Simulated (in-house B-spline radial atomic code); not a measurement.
Xe: many-body perturbation calculation

System: Xe, core [Kr] 4d10 5s2 5p6.
Method: relativistic RPA (time-dependent Dirac-Hartree-Fock) and second-order many-body perturbation theory, no-pair Dirac-Coulomb, closed shell, B-spline basis (in-house B-spline radial atomic code).

## The input
```
basis_form = 2
Z = 54
core_configuration = [Kr] 4d10 5s2 5p6
rms_radius = 4.7859
mass_number = 132
speed_of_light = 137.035999084
box_radius = 45.0
lmax = 7
intervals = 67
virtual_cutoff = 72900.0
```

Launched within a batch (the task file carries these settings):
```bash
python <driver script> task.json out
```

The program writes its results to a structured record and prints no log; tables and figures of this report are taken from that record.

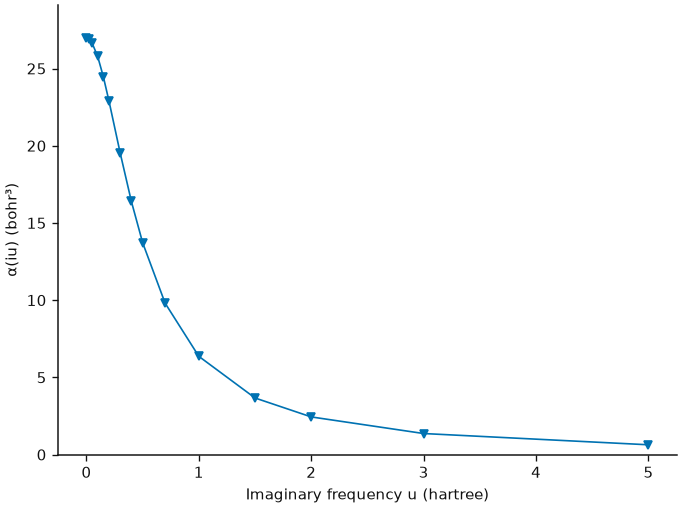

**Figure 1.** Dipole polarisability at imaginary frequency of neutral xenon, [Kr] 4d¹⁰ 5s² 5p⁶. Relativistic RPA on Dirac–Hartree–Fock, no-pair Dirac–Coulomb, finite nucleus, computed with a B-spline radial code. The static dipole polarisability is 27.0 bohr³ (the recommended value is 27.3); α(iu) falls to half of it near u = 0.51 hartree. The Casimir–Polder integral gives C₆ = 286 hartree bohr⁶ for two such species.

## Results in brief

- outcome: converged
- hardware: 1 CPU thread, shared host
- wall time: 17 s
